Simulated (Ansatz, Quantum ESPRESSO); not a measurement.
# Ag chain with one bond drawn out by 0.3 Å: ballistic transmission, part 2 of 4

How well does the junction conduct in the ballistic limit? It is: Ag chain with one bond drawn out by 0.3 Å.

Quantum ESPRESSO 7.5; plane-wave DFT, PBE, GBRV ultrasoft pseudopotentials; cross-check by Ansatz 0.2.0 with PAW datasets.

So far. Step 2 (Self-consistent run): The run needed 16 iterations to bring the estimated error under 1e-07 Ry; the largest force on any atom, held or free, is 0.51 eV/Å.

### Step 3. Transmission with pwcond.x

Level of this step: transmission by pwcond, lead and junction from one cell; plane-wave DFT, PBE, GBRV ultrasoft pseudopotentials (Quantum ESPRESSO).

prefixt takes both regions from one run: the lead from 0 to bdl, the scattering region from bdl to bds (units of alat). ikind = 1 puts the same lead on both sides. The program's T_tot counts both spins in a run without spin; the tables below give T per spin.

cond.in reads:

```
&inputcond
  outdir = './out'
  prefixt = 'scf'
  tran_file = 'cond.dat'
  bdl = 0.7093333333
  bds = 4.2960000000
  ikind = 1
  ewind = 4.0
  epsproj = 1e-05
  nz1 = 7
  energy0 = 2.0
  denergy = -0.1
/
1
  0.00000000 0.00000000 1.00000000
41
```

Started as:

```console
> OMP_NUM_THREADS=1 mpirun -n 4 pwcond.x -in cond.in > cond.out
```

The program printed:

```text
[banner, memory and clock lines left out]
Program PWCOND v.7.5 starts

          URL

     ./out/scf.save/

     IMPORTANT: XC functional enforced from input :
     Exchange-correlation= PBE
                           (   1   4   3   4   0   0   0)
     Any further DFT definition will be discarded
     Please, verify this is what you really want

     negative rho (up, down):  4.882E-03 0.000E+00
     Reading collected, re-writing distributed wavefunctions

===== INPUT FILE containing all the regions =====

     GEOMETRY:

     lattice parameter (alat)  =      14.1729  a.u.
     the volume                =   12230.5127 (a.u.)^3
     the cross section         =     200.8724 (a.u.)^2
     l of the unit cell        =       4.2960 (alat)
     number of atoms/cell      =           12
     number of atomic types    =            1

     crystal axes: (cart. coord. in units of alat)
               a(1) = (  1.0000  0.0000  0.0000 )
               a(2) = (  0.0000  1.0000  0.0000 )
               a(3) = (  0.0000  0.0000  4.2960 )

   Cartesian axes

     site n.     atom                  positions (alat units)
          1        Ag     tau(  1)=(  0.5000  0.5000  4.2960  )
          2        Ag     tau(  2)=(  0.5000  0.5000  0.3547  )
          3        Ag     tau(  3)=(  0.5000  0.5000  0.7093  )
          4        Ag     tau(  4)=(  0.5000  0.5000  1.0640  )
          5        Ag     tau(  5)=(  0.5000  0.5000  1.4187  )
          6        Ag     tau(  6)=(  0.5000  0.5000  1.7733  )
          7        Ag     tau(  7)=(  0.5000  0.5000  2.1680  )
          8        Ag     tau(  8)=(  0.5000  0.5000  2.5227  )
          9        Ag     tau(  9)=(  0.5000  0.5000  2.8773  )
         10        Ag     tau( 10)=(  0.5000  0.5000  3.2320  )
         11        Ag     tau( 11)=(  0.5000  0.5000  3.5867  )
         12        Ag     tau( 12)=(  0.5000  0.5000  3.9413  )

     nr1s                      =           54
     nr2s                      =           54
     nr3s                      =          240
     nr1sx                     =           54
     nr2sx                     =           54
     nr3sx                     =          240
     nr1                       =           60
     nr2                       =           60
     nr3                       =          256
     nr1x                      =           60
     nr2x                      =           60
     nr3x                      =          256

 _______________________________
  Radii of nonlocal spheres:

     type       ibeta     ang. mom.          radius (alat units)
       Ag         1         0                    0.1223
       Ag         2         0                    0.1223
       Ag         3         1                    0.1223
       Ag         4         1                    0.1223
       Ag         5         2                    0.1223
       Ag         6         2                    0.1223
----- General information -----

--- T calc. with identical leads (ikind=1) ---

     nrx                       =           54
     nry                       =           54
     nz1                       =            7

     energy0               =         2.0E+00
     denergy               =        -1.0E-01
     nenergy               =         41
     ecut2d                =         3.4E+01
     ewind                 =         4.0E+00
     epsproj               =         1.0E-05

     number of k_|| points=    1
                       cryst. coord.
        k(    1) = (   0.0000000   0.0000000), wk =   1.0000000
----- Information about left/right lead -----

     nocros                   =           18
     noins                    =           18
     norb                     =           54
     norbf                    =          198
     nrz                      =           40

      iorb      type   ibeta   ang. mom.   m       position (alat)
        1        1       1        0        1   taunew(   1)=(  0.5000  0.5000  0.0000)
        2        1       2        0        1   taunew(   2)=(  0.5000  0.5000  0.0000)
        3        1       3        1        1   taunew(   3)=(  0.5000  0.5000  0.0000)
        4        1       3        1        2   taunew(   4)=(  0.5000  0.5000  0.0000)
        5        1       3        1        3   taunew(   5)=(  0.5000  0.5000  0.0000)
        6        1       4        1        1   taunew(   6)=(  0.5000  0.5000  0.0000)
        7        1       4        1        2   taunew(   7)=(  0.5000  0.5000  0.0000)
        8        1       4        1        3   taunew(   8)=(  0.5000  0.5000  0.0000)
        9        1       5        2        1   taunew(   9)=(  0.5000  0.5000  0.0000)
       10        1       5        2        2   taunew(  10)=(  0.5000  0.5000  0.0000)
       11        1       5        2        3   taunew(  11)=(  0.5000  0.5000  0.0000)
       12        1       5        2        4   taunew(  12)=(  0.5000  0.5000  0.0000)
       13        1       5        2        5   taunew(  13)=(  0.5000  0.5000  0.0000)
       14        1       6        2        1   taunew(  14)=(  0.5000  0.5000  0.0000)
       15        1       6        2        2   taunew(  15)=(  0.5000  0.5000  0.0000)
       16        1       6        2        3   taunew(  16)=(  0.5000  0.5000  0.0000)
       17        1       6        2        4   taunew(  17)=(  0.5000  0.5000  0.0000)
       18        1       6        2        5   taunew(  18)=(  0.5000  0.5000  0.0000)
       19        1       1        0        1   taunew(  19)=(  0.5000  0.5000  0.3547)
       20        1       2        0        1   taunew(  20)=(  0.5000  0.5000  0.3547)
       21        1       3        1        1   taunew(  21)=(  0.5000  0.5000  0.3547)
       22        1       3        1        2   taunew(  22)=(  0.5000  0.5000  0.3547)
       23        1       3        1        3   taunew(  23)=(  0.5000  0.5000  0.3547)
       24        1       4        1        1   taunew(  24)=(  0.5000  0.5000  0.3547)
       25        1       4        1        2   taunew(  25)=(  0.5000  0.5000  0.3547)
       26        1       4        1        3   taunew(  26)=(  0.5000  0.5000  0.3547)
       27        1       5        2        1   taunew(  27)=(  0.5000  0.5000  0.3547)
       28        1       5        2        2   taunew(  28)=(  0.5000  0.5000  0.3547)
       29        1       5        2        3   taunew(  29)=(  0.5000  0.5000  0.3547)
       30        1       5        2        4   taunew(  30)=(  0.5000  0.5000  0.3547)
       31        1       5        2        5   taunew(  31)=(  0.5000  0.5000  0.3547)
       32        1       6        2        1   taunew(  32)=(  0.5000  0.5000  0.3547)
       33        1       6        2        2   taunew(  33)=(  0.5000  0.5000  0.3547)
[...]
173        1       5        2        3   taunew( 173)=(  0.5000  0.5000  3.2320)
      174        1       5        2        4   taunew( 174)=(  0.5000  0.5000  3.2320)
      175        1       5        2        5   taunew( 175)=(  0.5000  0.5000  3.2320)
      176        1       6        2        1   taunew( 176)=(  0.5000  0.5000  3.2320)
      177        1       6        2        2   taunew( 177)=(  0.5000  0.5000  3.2320)
      178        1       6        2        3   taunew( 178)=(  0.5000  0.5000  3.2320)
      179        1       6        2        4   taunew( 179)=(  0.5000  0.5000  3.2320)
      180        1       6        2        5   taunew( 180)=(  0.5000  0.5000  3.2320)
      181        1       1        0        1   taunew( 181)=(  0.5000  0.5000  3.5867)
      182        1       2        0        1   taunew( 182)=(  0.5000  0.5000  3.5867)
      183        1       3        1        1   taunew( 183)=(  0.5000  0.5000  3.5867)
      184        1       3        1        2   taunew( 184)=(  0.5000  0.5000  3.5867)
      185        1       3        1        3   taunew( 185)=(  0.5000  0.5000  3.5867)
      186        1       4        1        1   taunew( 186)=(  0.5000  0.5000  3.5867)
      187        1       4        1        2   taunew( 187)=(  0.5000  0.5000  3.5867)
      188        1       4        1        3   taunew( 188)=(  0.5000  0.5000  3.5867)
      189        1       5        2        1   taunew( 189)=(  0.5000  0.5000  3.5867)
      190        1       5        2        2   taunew( 190)=(  0.5000  0.5000  3.5867)
      191        1       5        2        3   taunew( 191)=(  0.5000  0.5000  3.5867)
      192        1       5        2        4   taunew( 192)=(  0.5000  0.5000  3.5867)
      193        1       5        2        5   taunew( 193)=(  0.5000  0.5000  3.5867)
      194        1       6        2        1   taunew( 194)=(  0.5000  0.5000  3.5867)
      195        1       6        2        2   taunew( 195)=(  0.5000  0.5000  3.5867)
      196        1       6        2        3   taunew( 196)=(  0.5000  0.5000  3.5867)
      197        1       6        2        4   taunew( 197)=(  0.5000  0.5000  3.5867)
      198        1       6        2        5   taunew( 198)=(  0.5000  0.5000  3.5867)
 ngper, shell number =          545          70
 ngper, n2d =          545         171
---  E-Ef =    2.0000000  k =    0.0000000   0.0000000
---  ie =          1  ik =          1
 Nchannels of the left tip =            1
 Right moving states:
   k1(2pi/a)   k2(2pi/a)   E-Ef (eV)
  -0.2246649  -0.0000013   2.0000000
 Left moving states:
   k1(2pi/a)   k2(2pi/a)   E-Ef (eV)
   0.2246649  -0.0000013   2.0000000

 to transmit
 Band j to band i transmissions and reflections:
    j         i     |T_ij|^2    |R_ij|^2

    1 -->     1     0.99274     0.00726
   Total T_j, R_j =    0.99274  0.00726

E-Ef(ev), T(x2 spins) =    2.0000000   1.9854880
---  E-Ef =    1.9000000  k =    0.0000000   0.0000000
---  ie =          2  ik =          1
 Nchannels of the left tip =            1
 Right moving states:
   k1(2pi/a)   k2(2pi/a)   E-Ef (eV)
  -0.2352651  -0.0000013   1.9000000
 Left moving states:
   k1(2pi/a)   k2(2pi/a)   E-Ef (eV)
   0.2352652  -0.0000013   1.9000000

 to transmit
 Band j to band i transmissions and reflections:
    j         i     |T_ij|^2    |R_ij|^2

    1 -->     1     0.99193     0.00807
   Total T_j, R_j =    0.99193  0.00807

E-Ef(ev), T(x2 spins) =    1.9000000   1.9838636
---  E-Ef =    1.8000000  k =    0.0000000   0.0000000
---  ie =          3  ik =          1
 Nchannels of the left tip =            1
 Right moving states:
   k1(2pi/a)   k2(2pi/a)   E-Ef (eV)
  -0.2460250  -0.0000013   1.8000000
 Left moving states:
   k1(2pi/a)   k2(2pi/a)   E-Ef (eV)
   0.2460250  -0.0000013   1.8000000

 to transmit
 Band j to band i transmissions and reflections:
    j         i     |T_ij|^2    |R_ij|^2

    1 -->     1     0.99111     0.00889
   Total T_j, R_j =    0.99111  0.00889

E-Ef(ev), T(x2 spins) =    1.8000000   1.9822154
[... further energies and points left out ...]
---  E-Ef =   -1.8000000  k =    0.0000000   0.0000000
---  ie =         39  ik =          1
 Nchannels of the left tip =            1
 Right moving states:
   k1(2pi/a)   k2(2pi/a)   E-Ef (eV)
  -0.0915300  -0.0000013  -1.8000000
 Left moving states:
   k1(2pi/a)   k2(2pi/a)   E-Ef (eV)
   0.0915301  -0.0000013  -1.8000000

 to transmit
 Band j to band i transmissions and reflections:
    j         i     |T_ij|^2    |R_ij|^2

    1 -->     1     0.37916     0.62084
   Total T_j, R_j =    0.37916  0.62084

E-Ef(ev), T(x2 spins) =   -1.8000000   0.7583183
---  E-Ef =   -1.9000000  k =    0.0000000   0.0000000
---  ie =         40  ik =          1
 Nchannels of the left tip =            1
 Right moving states:
   k1(2pi/a)   k2(2pi/a)   E-Ef (eV)
  -0.1600720  -0.0000013  -1.9000000
 Left moving states:
   k1(2pi/a)   k2(2pi/a)   E-Ef (eV)
   0.1600721  -0.0000013  -1.9000000

 to transmit
 Band j to band i transmissions and reflections:
    j         i     |T_ij|^2    |R_ij|^2

    1 -->     1     0.60950     0.39050
   Total T_j, R_j =    0.60950  0.39050

E-Ef(ev), T(x2 spins) =   -1.9000000   1.2190097
---  E-Ef =   -2.0000000  k =    0.0000000   0.0000000
---  ie =         41  ik =          1
 Nchannels of the left tip =            3
 Right moving states:
   k1(2pi/a)   k2(2pi/a)   E-Ef (eV)
  -0.0968792  -0.0000016  -2.0000000
  -0.0969334  -0.0000016  -2.0000000
  -0.2070384  -0.0000014  -2.0000000
 Left moving states:
   k1(2pi/a)   k2(2pi/a)   E-Ef (eV)
   0.0969334  -0.0000016  -2.0000000
   0.0969334  -0.0000016  -2.0000000
   0.2070385  -0.0000014  -2.0000000

 to transmit
 Band j to band i transmissions and reflections:
    j         i     |T_ij|^2    |R_ij|^2

    1 -->     1     0.42807     0.00067
    1 -->     2     0.00000     0.57126
    1 -->     3     0.00000     0.00000
   Total T_j, R_j =    0.42807  0.57193

    2 -->     1     0.00000     0.57105
    2 -->     2     0.42827     0.00067
    2 -->     3     0.00000     0.00000
   Total T_j, R_j =    0.42827  0.57173

    3 -->     1     0.00000     0.00000
    3 -->     2     0.00000     0.00000
    3 -->     3     0.68185     0.31815
   Total T_j, R_j =    0.68185  0.31815

E-Ef(ev), T(x2 spins) =   -2.0000000   3.0763896
   T_tot     2.00000      0.19855E+01
   T_tot     1.90000      0.19839E+01
   T_tot     1.80000      0.19822E+01
   T_tot     1.70000      0.19805E+01
   T_tot     1.60000      0.19788E+01
   T_tot     1.50000      0.19771E+01
   T_tot     1.40000      0.19754E+01
   T_tot     1.30000      0.19737E+01
   T_tot     1.20000      0.19719E+01
   T_tot     1.10000      0.19702E+01
   T_tot     1.00000      0.19686E+01
   T_tot     0.90000      0.19669E+01
   T_tot     0.80000      0.19653E+01
   T_tot     0.70000      0.19637E+01
   T_tot     0.60000      0.19622E+01
   T_tot     0.50000      0.19607E+01
   T_tot     0.40000      0.19592E+01
   T_tot     0.30000      0.19577E+01
   T_tot     0.20000      0.19563E+01
   T_tot     0.10000      0.19549E+01
   T_tot    -0.00000      0.19474E+01
   T_tot    -0.10000      0.19522E+01
   T_tot    -0.20000      0.19501E+01
   T_tot    -0.30000      0.19466E+01
   T_tot    -0.40000      0.19407E+01
   T_tot    -0.50000      0.19311E+01
   T_tot    -0.60000      0.19162E+01
   T_tot    -0.70000      0.18930E+01
   T_tot    -0.80000      0.18534E+01
   T_tot    -0.90000      0.17745E+01
   T_tot    -1.00000      0.15700E+01
   T_tot    -1.10000      0.34320E+00
   T_tot    -1.20000      0.00000E+00
   T_tot    -1.30000      0.00000E+00
   T_tot    -1.40000      0.00000E+00
   T_tot    -1.50000      0.00000E+00
   T_tot    -1.60000      0.00000E+00
   T_tot    -1.70000      0.00000E+00
   T_tot    -1.80000      0.75832E+00
   T_tot    -1.90000      0.12190E+01
   T_tot    -2.00000      0.30764E+01

Note: The following floating-point exceptions are signalling: IEEE_UNDERFLOW_FLAG
Note: The following floating-point exceptions are signalling: IEEE_UNDERFLOW_FLAG
Note: The following floating-point exceptions are signalling: IEEE_UNDERFLOW_FLAG
Note: The following floating-point exceptions are signalling: IEEE_UNDERFLOW_FLAG
```

Run time: 3.7 min. Hardware: 4 MPI ranks of Arm Neoverse V2, shared host; peak memory 0.5 GiB; 15 min of CPU time.

Read from the output:

```
lead channels at the Fermi level, one spin : 1
transmission at the Fermi level, one spin  : 0.9737
conductance                                : 0.9737 G₀
```

Per spin. The open channels by energy, zero at the Fermi level:

```
energy (eV)  open channels
     -2.000              3
     -1.500              0
     -1.000              1
     -0.500              1
      0.000              1
      0.500              1
      1.000              1
      1.500              1
      2.000              1
```

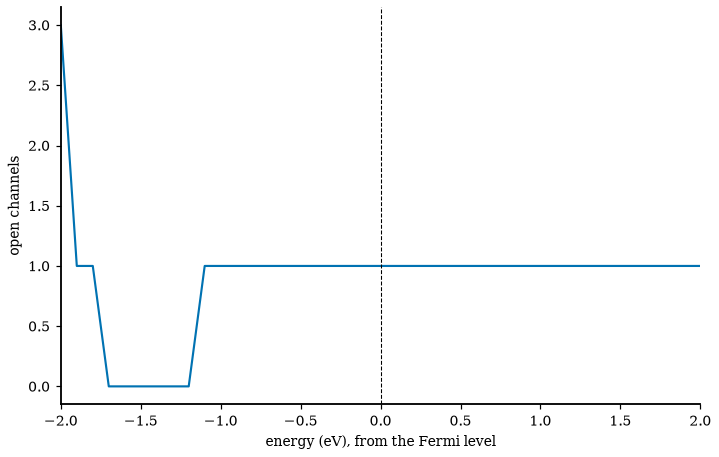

Open channels, plotted against energy.

Per spin. The transmission by energy, zero at the Fermi level:

```
energy (eV)  transmission
     -2.000          1.54
     -1.500             0
     -1.000         0.785
     -0.500         0.966
      0.000         0.974
      0.500         0.980
      1.000         0.984
      1.500         0.989
      2.000         0.993
```

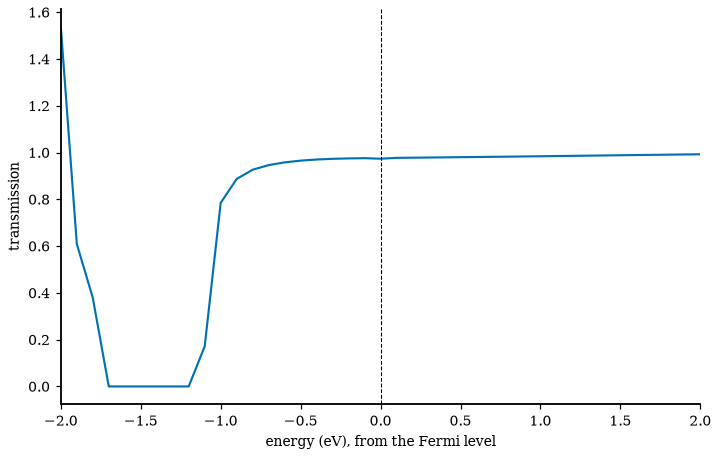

Transmission against energy.

The program's own clock; routines nest. Time by routine:

```
     routine  wall time (s)  calls
      PWCOND          218.9      1
scatter_forw          178.7     82
      compbs          25.32     41
    compbs_2          21.07     41
       local          10.34      1
        init           0.85      1
       poten           0.09      1
```

At no point does T exceed the number of channels.

[end of part 2 of 4]

[Logs are printed without paths, hosts, clocks, repeated set-up lines and the standing remarks that a program may print on its own settings, such as how far it seeks lower states.]

[Hosts, paths, dates, database ids (printed as entryN), source tags and the programs' standing remarks are cut or masked in the printed files.]

[Maps of the electrostatic potential energy from Ansatz leave out the sawtooth potential of an applied field or a dipole correction, so their vacuum need not be flat; planar profiles and work functions include it.]
